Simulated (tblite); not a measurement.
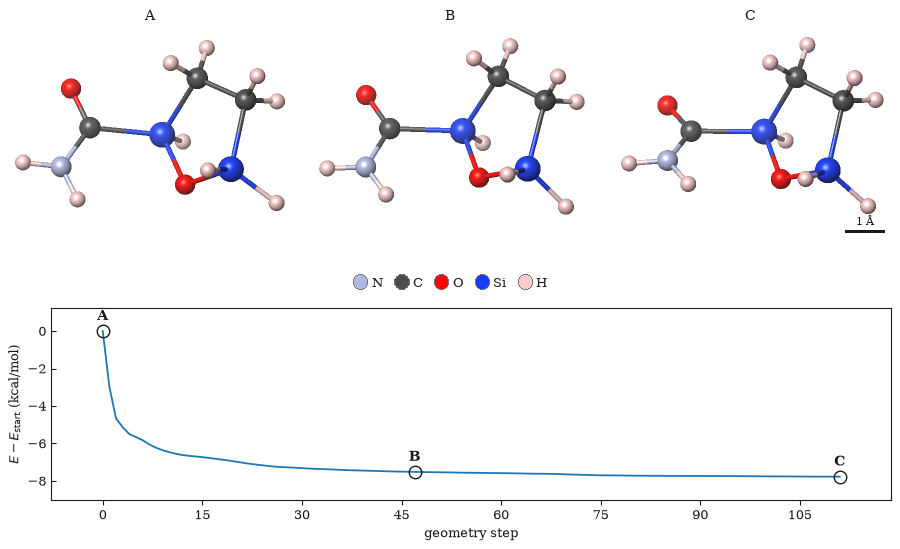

Frames of a relaxation of C$_{3}$H$_{9}$NO$_{2}$Si$_{2}$, marked on the history of the run. A ball-and-stick model, seen at a tilt.

Level of theory: tblite 0.8.0, GFN2-xTB geometry optimisation, gas phase. 

What happens along the run?

Answer. The largest move after the best rigid fit is that of an O atom, 0.72 Å. Largest moves by element: O 0.72 Å, H 0.66 Å, N 0.31 Å, C 0.20 Å, Si 0.12 Å. Some distances before and after: O–Si 1.729 → 1.646 Å, C–Si 1.952 → 1.907 Å, H–Si 1.497 → 1.456 Å, C–N 1.381 → 1.350 Å. Among the angles between lasting bonds that change: C–Si–O 112.6° → 106.5°, C–Si–C 111.5° → 116.6°, C–Si–H 110.8° → 115.2°. Groups turn about C–Si by about 25°. Over 111 geometry steps the energy falls by 7.77 kcal/mol. From step 0 to 47: an H atom moves most (0.38 Å), energy −7.52 kcal/mol. From step 47 to 111: an O atom moves most (0.43 Å), energy −0.26 kcal/mol.

```tsv
step	E − E(0), kcal/mol
0	0.00
1	-2.98
2	-4.66
3	-5.14
4	-5.50
5	-5.66
6	-5.83
7	-6.05
8	-6.23
9	-6.36
10	-6.46
15	-6.73
21	-7.03
26	-7.24
31	-7.34
37	-7.43
42	-7.48
47	-7.52
53	-7.55
58	-7.58
63	-7.60
68	-7.63
74	-7.69
79	-7.72
84	-7.73
90	-7.73
95	-7.74
100	-7.76
106	-7.77
111	-7.77
```
